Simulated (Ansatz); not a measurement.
**How many bands does the GW gap of TlSb4F13 (I4/m) need?**

How do accuracy and time trade against each other in G0W0 on TlSb4F13 (I4/m)?

Calculated with Ansatz 0.2.0; G0W0 on PBE, plane waves, PAW; PAW set soft_1.

## 1. The structure

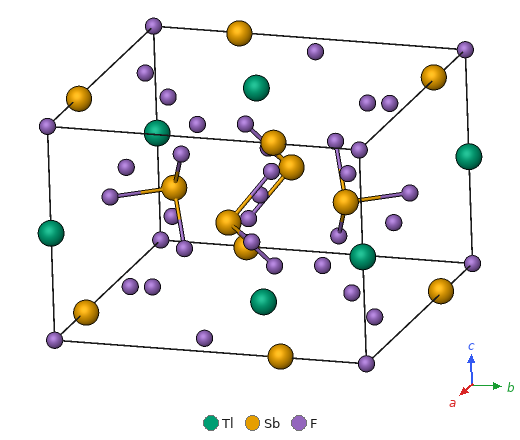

The starting structure, seen slightly off an axis (thallium teal, antimony orange, fluorine purple). This picture shows the conventional cell, with its axes. Bonds to atoms that aren't drawn are left out. Some periodic images of atoms are drawn too.

Geometry: measured cell, ions relaxed with PBE. The runs that relaxed it are not among those shown. Spin-orbit coupling is left out unless a step names it.

## 2. 169 empty bands, screening to 39 eV

G0W0 replaces the xc potential by the self-energy, built once from these orbitals. Only a window of levels is corrected, while the sums run over the empty bands that the input names. This step takes PAW set soft_1 files.

The input, input.yaml:

```yaml
crystal:
  lattice:
    - [-4.8185, 4.8185, 3.292]
    - [4.8185, -4.8185, 3.292]
    - [4.8185, 4.8185, -3.292]
  atoms:
    - { symbol: Tl, position: [0.5, 0.5, 0.0] }
    - { symbol: Sb, position: [0.0066871975, 0.277466579, 0.2841537765] }
    - { symbol: Sb, position: [0.277466579, 0.9933128025, 0.2707793815] }
    - { symbol: Sb, position: [0.9933128025, 0.722533421, 0.7158462235] }
    - { symbol: Sb, position: [0.722533421, 0.0066871975, 0.7292206185] }
    - { symbol: F, position: [0.0, 0.0, 0.0] }
    - { symbol: F, position: [0.5610386725, 0.8772598836, 0.4382985561] }
    - { symbol: F, position: [0.8772598836, 0.4389613275, 0.3162212112] }
    - { symbol: F, position: [0.4389613275, 0.1227401164, 0.5617014439] }
    - { symbol: F, position: [0.1227401164, 0.5610386725, 0.6837787888] }
    - { symbol: F, position: [0.430173073, 0.3339653296, 0.3219280492] }
    - { symbol: F, position: [0.3339653296, 0.0120372804, 0.9037922566] }
    - { symbol: F, position: [0.0120372804, 0.1082450237, 0.6780719508] }
    - { symbol: F, position: [0.1082450237, 0.430173073, 0.0962077434] }
    - { symbol: F, position: [0.569826927, 0.6660346704, 0.6780719508] }
    - { symbol: F, position: [0.6660346704, 0.9879627196, 0.0962077434] }
    - { symbol: F, position: [0.9879627196, 0.8917549763, 0.3219280492] }
    - { symbol: F, position: [0.8917549763, 0.569826927, 0.9037922566] }
kpoints:
  mp_grid: { grid: [4, 4, 4] }
hamiltonian:
  xc: pbe
  pseudopotentials: { kind: paw, azcp: { folder: soft_1 } }
scf:
  occupations: { method: fixed }
gw:
  n_empty_bands: 169
  ecut_chi: 39
  qp_bands: [v4, c4]
  qp_kpoints: band_edges
  screening: { model: contour_deformation }
```

Started as:

```sh
> ansatz run input.yaml --threads 2 --pin off --max-ram 92160MiB --backend cuda --events-out ev --progress --plain --runs-dir out --devices 1 --max-vram 13GiB
```

Numbers of over 12 decimals in the logs are rounded to 6 here.

The log of the run:

```text
GPUs: using 1 of 1 available (devices: 1).
Engine: ansatz 0.2.0, x86_64-unknown-linux-gnu
Pseudopotentials: kind: paw
Pseudopotential: Tl, paw, valence charge 13, recommended cutoff 420 eV (normal), soft_1/Tl.paw.azcp
Pseudopotential: Sb, paw, valence charge 15, recommended cutoff 420 eV (normal), soft_1/Sb.paw.azcp
Pseudopotential: F, paw, valence charge 7, recommended cutoff 420 eV (normal), soft_1/F.paw.azcp
Functional definition: PBE
  parameter kappa = 0.804
  parameter beta = 0.066725
  exchange = pbe_x(kappa = kappa, mu = beta*pi^2/3)
  correlation = pbe_c(beta = beta)
device memory: the entry about to start is reckoned to put 3.7 GiB on a device that reports 41.6 GiB free (of which the cap on the GPU budget leaves the run 13.0 GiB)
GPU FFT provider: cuFFT
GPU libraries: cuBLAS 13.8.2, cuFFT 12.4.0, cuSOLVER 12.3.4
Crystal: 18 atoms, lattice volume = 305.734 Å³
Basis set: ecut = 420 eV, 6007 PW (Γ)
Bands: 100, of which v1, the nominal top of the filled ones, is band 82 counted from 1 (81 counted from 0)
Symmetry: 8 space group operations
Space group: I4/m (ITA 87), of the structure as read, at distance tolerance 6.7e-5 Å
k-points: 14 of 64
Non-local potential: Tl, projectors of the file, l = 0: 2, l = 1: 2, l = 2: 2, l = 3: 1
Non-local potential: Sb, projectors of the file, l = 0: 2, l = 1: 2, l = 2: 2, l = 3: 1
Non-local potential: F, projectors of the file, l = 0: 2, l = 1: 2, l = 2: 1
PAW form: soft (Blöchl's): semilocal exchange-correlation on the pseudo side does not see the compensation charge
PAW one-centre angular grid: Tl, 590 points (default); XC on 64 Gauss nodes
PAW one-centre angular grid: Sb, 590 points (default); XC on 64 Gauss nodes
PAW one-centre angular grid: F, 110 points (default); XC on 64 Gauss nodes
Initial density: superposition of atomic densities (chi_scale 0.1, normalization cell, long waves kept (reshape's long-wave potential 0.31 eV rms))
Initial wavefunctions: pseudopotential atomic-orbital guess
GPU buffer pool allocated for 157464 grid points (all kernels)
GPU transforms: local potential and band sums: pruned to the plane-wave sphere, on 54×54×54
Functional: x = pbe(κ = 0.804, μ = 0.219515), c = pbe(β = 0.066725)
SCF iter   1: F=—  HF=-47907.237593 eV  |F-HF|=—  |Δ(HF+E_count)|=         —  Δρ=1.04e-1  dr2=3.08e1  ethr=3.10e-3  ⟨swp⟩=4.1  Hψ=5052  notcnv=0  defer=189
preconditioner: auto → Resta (q_TF=auto, 2.459 Å⁻¹)  ε∞=4.0  [insulator: Δε(μ)=3.729 eV  Ē_g=13.652 eV  n_scr=70 (ndim 8)  ℏωp=23.6 eV  f_vac=0.073  ε∞_Penn≈4.0]
SCF iter   2: F=—  HF=-47898.646672 eV  |F-HF|=—  |Δ(HF+E_count)|=    8.59e0  Δρ=3.92e-2  dr2=4.86e0  ethr=3.10e-3  ⟨swp⟩=3.0  Hψ=2909  notcnv=0  defer=178
SCF iter   3: F=—  HF=-47897.500275 eV  |F-HF|=—  |Δ(HF+E_count)|=    1.15e0  Δρ=1.60e-2  dr2=1.40e0  ethr=2.96e-3  ⟨swp⟩=2.0  Hψ=2375  notcnv=0  defer=180
SCF iter   4: F=—  HF=-47897.030389 eV  |F-HF|=—  |Δ(HF+E_count)|=   4.70e-1  Δρ=5.02e-3  dr2=1.46e-1  ethr=8.55e-4  ⟨swp⟩=2.6  Hψ=2389  notcnv=0  defer=207
SCF iter   5: F=—  HF=-47896.992544 eV  |F-HF|=—  |Δ(HF+E_count)|=   3.78e-2  Δρ=4.63e-3  dr2=4.72e-2  ethr=8.90e-5  ⟨swp⟩=3.2  Hψ=1999  notcnv=0  defer=221
SCF iter   6: F=—  HF=-47896.984204 eV  |F-HF|=—  |Δ(HF+E_count)|=   8.34e-3  Δρ=1.47e-3  dr2=6.09e-3  ethr=2.88e-5  ⟨swp⟩=2.0  Hψ=2327  notcnv=0  defer=222
SCF iter   7: F=—  HF=-47896.984993 eV  |F-HF|=—  |Δ(HF+E_count)|=   7.89e-4  Δρ=3.03e-4  dr2=4.34e-4  ethr=3.71e-6  ⟨swp⟩=2.1  Hψ=2000  notcnv=0  defer=223
SCF iter   8: F=—  HF=-47896.985211 eV  |F-HF|=—  |Δ(HF+E_count)|=   2.18e-4  Δρ=7.77e-5  dr2=2.50e-5  ethr=2.65e-7  ⟨swp⟩=2.0  Hψ=1944  notcnv=0  defer=217
SCF iter   9: F=—  HF=-47896.985238 eV  |F-HF|=—  |Δ(HF+E_count)|=   2.78e-5  Δρ=2.40e-5  dr2=1.61e-6  ethr=1.52e-8  ⟨swp⟩=2.0  Hψ=2344  notcnv=0  defer=175
SCF iter  10: F=—  HF=-47896.985239 eV  |F-HF|=—  |Δ(HF+E_count)|=   7.84e-7  Δρ=1.51e-5  dr2=5.14e-7  ethr=9.81e-10  ⟨swp⟩=2.0  Hψ=2388  notcnv=0  defer=176
SCF iter  11: F=—  HF=-47896.985239 eV  |F-HF|=—  |Δ(HF+E_count)|=   1.31e-7  Δρ=1.00e-5  dr2=2.08e-7  ethr=3.14e-10  ⟨swp⟩=2.0  Hψ=2108  notcnv=0  defer=176
SCF iter  12: F=-47896.985239 eV  HF=-47896.985239 eV  |F-HF|=5.47e-9  |Δ(HF+E_count)|=   2.54e-9  Δρ=3.22e-6  dr2=2.76e-8  ethr=6.10e-11  ⟨swp⟩=12.4  Hψ=5834  notcnv=0
SCF 1 converged in 12 iterations: F = -47896.985239 eV  dr2 = 2.76e-8
  greatest PAW one-centre occupation: 0.997 electrons in one spin orbital (limit 2), on the Sb atom at site 4 (counted from 0), in its partial waves of l = 2
device memory: the entry about to start is reckoned to put 4.3 GiB (of the 4.5 GiB reckoned in all, the device holds 0.2 GiB already) on a device that reports 41.1 GiB free (of which the cap on the GPU budget leaves the run 12.8 GiB)
NSCF: frozen V_eff on 14 k-points
the band table was solved once the SCF had ended and its energy, with any forces and stress, was formed, with the checks that follow a solve (5629 applications of the Hamiltonian). They found nothing against the state; the energy, forces and stress were not computed again (output.eigenvalues in the input reference)
device memory: the entry about to start is reckoned to put 3.4 GiB on a device that reports 50.6 GiB free (of which the cap on the GPU budget leaves the run 13.0 GiB)
NSCF: frozen V_eff on 14 k-points
G₀W₀ screening: q 1/14
[... further progress lines ...]
device memory: the entry about to start is reckoned to put 1.4 GiB on a device that reports 50.2 GiB free (of which the cap on the GPU budget leaves the run 13.0 GiB)
NSCF: frozen V_eff on 1 k-points
SCF converged after 12 iterations
Free energy (F): -47896.985239 eV
Harris-Foulkes:  -47896.985239 eV  (|F-HF|=5.47e-9)
Internal energy: -47896.985239 eV  (E = F + TS)
E sigma→0 (E₀):  -47896.985239 eV
Fermi energy:    3.135090 eV
--- Per-component energies (eV) ---
  E_band       = -1453.887297
  E_kinetic    = 3472.691790
  E_local      = -16452.955904  (includes V_loc(G=0)·N_el)
  E_nonlocal   = 2998.933759
  E_hartree    = 6438.622568
  E_xc         = -1583.617315
  E_vxc        = -1769.504923  (∫ρ·V_xc dr)
  E_paw        = -31003.756034  (= ΣΔE_a)
  E_vpaw       = -2580.302126  (= ΣTr[D̂ρ^β])
  E_aug_tail   = 0.009652  (compensation charges beyond the density's cutoff)
  E_ewald      = -11766.913755
  E_smearing   = -0.000000  (= −TS)
  E_closure    = -0.000000  (closes the sum)
  Σ components = -47896.985239   (vs F -47896.985239, Δ=0.00e0)
--- Band table (eV; the first three rows and the last of 14) ---
  k-point 0: bands = [... 78 lower, 2.7812, 2.9858, 3.0058, 3.0058, 8.1602, 8.6289, 8.7401, 8.7401, ... 14 higher]
  k-point 1: bands = [... 78 lower, 2.8109, 2.8560, 2.9755, 3.0635, 8.1984, 8.3396, 8.6608, 8.8464, ... 14 higher]
  k-point 2: bands = [... 78 lower, 2.7550, 2.8548, 2.8650, 3.0748, 8.2104, 8.4883, 8.5094, 8.6093, ... 14 higher]
  k-point 13: bands = [... 78 lower, 2.8916, 2.9195, 2.9195, 3.0006, 7.9599, 8.1125, 8.1722, 8.8261, ... 14 higher]
--- G₀W₀: contour deformation, 5 samples at zero and on the imaginary axis and 0 off it, 64 q-points, 169 empty bands' worth ---
  eigenvalues of the whole cell's RPA ε∞ on this k-mesh (on a slab, of 1 + 4πα/V) = 2.6219, 2.7543, 2.7543; static W/v taken at q = 0 is 0.369717
  gw.qp_kpoints: band_edges: 14 of 14 stored k-points solved, in 1 pass; an edge of the gap read off the rows below is read off those points alone
    ik  band        ε_KS         Σx   Σc(E_QP)       V_xc       Z   E_QP_lin       E_QP  E_QP is
     0    79      2.7812   -24.8609     3.2195   -20.3799  0.7980     1.4984     1.5198  root
     0    80      2.9858   -22.6050     2.4480   -18.8198  0.8151     1.6277     1.6486  root
     0    81      3.0058   -25.1492     3.2573   -20.6852  0.7966     1.7803     1.7993  root
     0    82      3.0058   -25.1492     3.2573   -20.6852  0.7966     1.7803     1.7993  root
     0    83      8.1602   -12.3174    -2.6314   -16.4047  0.8274     9.6381     9.6161  root
     0    84      8.6289    -9.5638    -3.0659   -14.2235  0.8301    10.2529    10.2225  root
     0    85      8.7401   -10.1173    -3.0228   -14.7159  0.8274    10.3461    10.3158  root
     0    86      8.7401   -10.1173    -3.0228   -14.7159  0.8274    10.3461    10.3158  root
     1    79      2.8109   -24.9303     3.2667   -20.4088  0.7963     1.5348     1.5562  root
     1    80      2.8560   -23.4962     2.8376   -19.3898  0.8047     1.5668     1.5872  root
     1    81      2.9755   -24.6717     3.0975   -20.2755  0.8014     1.6551     1.6769  root
     1    82      3.0635   -25.3007     3.2319   -20.8192  0.7988     1.7938     1.8139  root
     1    83      8.1984   -11.6150    -2.7176   -15.8020  0.8295     9.6904     9.6678  root
     1    84      8.3396    -9.7342    -2.9537   -14.2016  0.8318     9.8788     9.8532  root
     1    85      8.6608   -10.8771    -2.8877   -15.2865  0.8254    10.2104    10.1825  root
     1    86      8.8464   -10.4644    -2.9753   -15.0213  0.8293    10.4571    10.4279  root
     2    79      2.7550   -26.9490     4.0378   -21.5663  0.7798     1.3815     1.4102  root
     2    80      2.8548   -25.2738     3.3731   -20.6464  0.7942     1.5790     1.6005  root
     2    81      2.8650   -22.5111     2.5081   -18.6162  0.8136     1.4548     1.4783  root
     2    82      3.0748   -25.5539     3.2649   -21.0456  0.7992     1.8117     1.8314  root
     2    83      8.2104    -9.7403    -2.9141   -14.1393  0.8328     9.7192     9.6953  root
     2    84      8.4883   -11.3177    -2.9083   -15.8352  0.8279    10.1267    10.0974  root
     2    85      8.5094   -10.8359    -2.8066   -15.0940  0.8294     9.9839     9.9609  root
     2    86      8.6093   -11.2927    -2.8127   -15.5987  0.8245    10.1291    10.1026  root
[...]
13    79      2.8916   -22.7053     2.5271   -18.7843  0.8140     1.4742     1.4977  root
    13    80      2.9195   -25.7996     3.5585   -21.0086  0.7889     1.6655     1.6871  root
    13    81      2.9195   -25.7996     3.5585   -21.0086  0.7889     1.6655     1.6871  root
    13    82      3.0006   -26.6001     3.5764   -21.7125  0.7943     1.6663     1.6895  root
    13    83      7.9599   -10.7070    -2.7012   -14.7974  0.8315     9.3687     9.3490  root
    13    84      8.1125    -9.6387    -2.8634   -13.9074  0.8360     9.5377     9.5177  root
    13    85      8.1722   -10.8745    -2.8575   -15.2582  0.8321     9.7227     9.6983  root
    13    86      8.8261    -9.2098    -2.9230   -13.6129  0.8416    10.3288    10.3062  root
```

It took 39 s on 1 × NVIDIA H100 80GB HBM3 (shared by 6 runs) with 2 threads of AMD EPYC 7R13 (Zen 3), shared host; peak memory 1.5 GiB; 52 s of CPU time.

This step gave:

* bands summed: 251
* RPA ε∞ on this mesh (eigenvalues): 2.622, 2.754, 2.754
* plane waves in the screening matrix: 151
* q-points in the mesh: 64
* G0W0 gap on the mesh: 7.495 eV
* k of the valence top: 0.25, 0.25, 0.25
* k of the conduction bottom: 0.25, 0.25, -0.25
* starting gap on the mesh: 4.812 eV
* Z at the valence top: 0.8014
* Z at the conduction bottom: 0.8315
* least direct G0W0 gap on the computed points: 7.575 eV

The gap on the mesh goes from 4.81 eV to 7.50 eV, a correction of +2.68 eV. Between the two edge states, bare exchange in place of the xc potential would open the gap by 8.47 eV, and correlation takes back 5.79 eV.

## 3. 478 empty bands, screening to 78 eV

Bands and screening cutoff are moved together, since each hides the error of the other.

Changes to input.yaml since step 2:

```diff
@@ -32,4 +32,4 @@
 gw:
-  n_empty_bands: 169
-  ecut_chi: 39
+  n_empty_bands: 478
+  ecut_chi: 78
   qp_bands: [v4, c4]
```

The log of the run:

```text
GPUs: using 1 of 1 available (devices: 1).
[...]
GPU FFT provider: cuFFT
GPU libraries: cuBLAS 13.8.2, cuFFT 12.4.0, cuSOLVER 12.3.4
Crystal: 18 atoms, lattice volume = 305.734 Å³
Basis set: ecut = 420 eV, 6007 PW (Γ)
Bands: 100, of which v1, the nominal top of the filled ones, is band 82 counted from 1 (81 counted from 0)
Symmetry: 8 space group operations
[...]
k-points: 14 of 64
[...]
GPU buffer pool allocated for 157464 grid points (all kernels)
[...]
SCF iter   1: F=—  HF=-47907.237593 eV  |F-HF|=—  |Δ(HF+E_count)|=         —  Δρ=1.04e-1  dr2=3.08e1  ethr=3.10e-3  ⟨swp⟩=4.1  Hψ=5052  notcnv=0  defer=189
[...]
SCF iter  12: F=-47896.985239 eV  HF=-47896.985239 eV  |F-HF|=5.47e-9  |Δ(HF+E_count)|=   2.54e-9  Δρ=3.22e-6  dr2=2.76e-8  ethr=6.10e-11  ⟨swp⟩=12.4  Hψ=5834  notcnv=0
SCF 1 converged in 12 iterations: F = -47896.985239 eV  dr2 = 2.76e-8
[...]
NSCF: frozen V_eff on 14 k-points
[...]
G₀W₀ screening: q 1/14
[... further progress lines ...]
[...]
SCF converged after 12 iterations
Free energy (F): -47896.985239 eV
[...]
Internal energy: -47896.985239 eV  (E = F + TS)
E sigma→0 (E₀):  -47896.985239 eV
Fermi energy:    3.135090 eV
[...]
--- Band table (eV; the first three rows and the last of 14) ---
  k-point 0: bands = [... 78 lower, 2.7812, 2.9858, 3.0058, 3.0058, 8.1602, 8.6289, 8.7401, 8.7401, ... 14 higher]
  k-point 1: bands = [... 78 lower, 2.8109, 2.8560, 2.9755, 3.0635, 8.1984, 8.3396, 8.6608, 8.8464, ... 14 higher]
  k-point 2: bands = [... 78 lower, 2.7550, 2.8548, 2.8650, 3.0748, 8.2104, 8.4883, 8.5094, 8.6093, ... 14 higher]
  k-point 13: bands = [... 78 lower, 2.8916, 2.9195, 2.9195, 3.0006, 7.9599, 8.1125, 8.1722, 8.8261, ... 14 higher]
[...]
0    79      2.7812   -24.8609     3.1998   -20.3799  0.7892     1.4786     1.5001  root
     0    80      2.9858   -22.6050     2.2966   -18.8198  0.8091     1.4712     1.4973  root
     0    81      3.0058   -25.1492     3.2489   -20.6852  0.7876     1.7721     1.7908  root
     0    82      3.0058   -25.1492     3.2489   -20.6852  0.7876     1.7721     1.7908  root
     0    83      8.1602   -12.3174    -2.7796   -16.4047  0.8208     9.4848     9.4678  root
     0    84      8.6289    -9.5638    -3.3232   -14.2235  0.8263     9.9855     9.9653  root
     0    85      8.7401   -10.1173    -3.2438   -14.7159  0.8229    10.1161    10.0948  root
     0    86      8.7401   -10.1173    -3.2438   -14.7159  0.8229    10.1161    10.0948  root
[...]
13    83      7.9599   -10.7070    -2.8658   -14.7974  0.8266     9.1991     9.1845  root
    13    84      8.1125    -9.6387    -3.1070   -13.9074  0.8318     9.2871     9.2741  root
    13    85      8.1722   -10.8745    -3.0972   -15.2582  0.8271     9.4750     9.4586  root
    13    86      8.8261    -9.2098    -3.1748   -13.6129  0.8384    10.0691    10.0544  root
```

Wall time 100 s (1 × NVIDIA H100 80GB HBM3 (shared by 6 runs) with 2 threads); peak memory 2.4 GiB; 2.6 min of CPU time.

This step gave:

* bands summed: 560
* RPA ε∞ on this mesh (eigenvalues): 2.622, 2.761, 2.761
* plane waves in the screening matrix: 473
* q-points in the mesh: 64
* G0W0 gap on the mesh: 7.336 eV
* k of the valence top: 0, 0, -0.5
* k of the conduction bottom: 0.25, 0.25, -0.25
* starting gap on the mesh: 4.812 eV
* Z at the valence top: 0.7896
* Z at the conduction bottom: 0.8262
* least direct G0W0 gap on the computed points: 7.405 eV

Against the run with 4×4×4 mesh, 169 empty bands, screening to 39 eV, PAW set soft_1 files, the gap moves by −0.16 eV.

## 4. 1029 empty bands, screening to 130 eV

Changes to input.yaml since step 3:

```diff
@@ -32,4 +32,4 @@
 gw:
-  n_empty_bands: 478
-  ecut_chi: 78
+  n_empty_bands: 1029
+  ecut_chi: 130.0
   qp_bands: [v4, c4]
```

The log of the run:

```text
GPUs: using 1 of 1 available (devices: 1).
[...]
GPU FFT provider: cuFFT
GPU libraries: cuBLAS 13.8.2, cuFFT 12.4.0, cuSOLVER 12.3.4
Crystal: 18 atoms, lattice volume = 305.734 Å³
Basis set: ecut = 420 eV, 6007 PW (Γ)
Bands: 100, of which v1, the nominal top of the filled ones, is band 82 counted from 1 (81 counted from 0)
Symmetry: 8 space group operations
[...]
k-points: 14 of 64
[...]
0    86      8.7401   -10.1173    -3.3938   -14.7159  0.8210     9.9611     9.9448  root
[...]
13    83      7.9599   -10.7070    -2.9911   -14.7974  0.8245     9.0706     9.0592  root
    13    84      8.1125    -9.6387    -3.2461   -13.9074  0.8302     9.1448     9.1350  root
    13    85      8.1722   -10.8745    -3.2482   -15.2582  0.8250     9.3200     9.3077  root
    13    86      8.8261    -9.2098    -3.3145   -13.6129  0.8366     9.9260     9.9147  root
[key lines of the parts left out:]
SCF converged after 12 iterations
Free energy (F): -47896.985239 eV
Fermi energy:    3.135090 eV
```

The job ended after 3.8 min (1 × NVIDIA H100 80GB HBM3 (shared by 6 runs) with 2 threads; peak memory 4.5 GiB; 6.4 min of CPU time).

This step gave:

```yaml
bands_summed: 1111
rpa_eps_infinity_on_this_mesh_eigenvalues: 2.616, 2.752, 2.752
plane_waves_in_the_screening_matrix: 999
g0w0_gap_on_the_mesh: 7.351 eV
k_of_the_valence_top: 0, 0, -0.5
k_of_the_conduction_bottom: 0.25, 0.25, -0.25
starting_gap_on_the_mesh: 4.812 eV
least_direct_g0w0_gap_on_the_computed_points: 7.417 eV
```

Against the run with 4×4×4 mesh, 478 empty bands, screening to 78 eV, PAW set soft_1 files, the gap moves by +0.015 eV.

(Part 1 of 2 ends here.)

[Paths, hosts, dates, memory and timing lines, banners, echoed tables and standing remarks are left out of the program output.]

[Logs are printed without paths, hosts, clocks, repeated set-up lines and the standing remarks that a program may print on its own settings, such as how far it seeks lower states.]

[Runs of the session that timed out or met a known fault of the program may be left out.]

[Cells called generated may have been cut or substituted from an entry of the Crystallography Open Database or the Materials Project.]

[Hosts, paths, dates, database ids (printed as entryN), source tags and the programs' standing remarks are cut or masked in the printed files.]
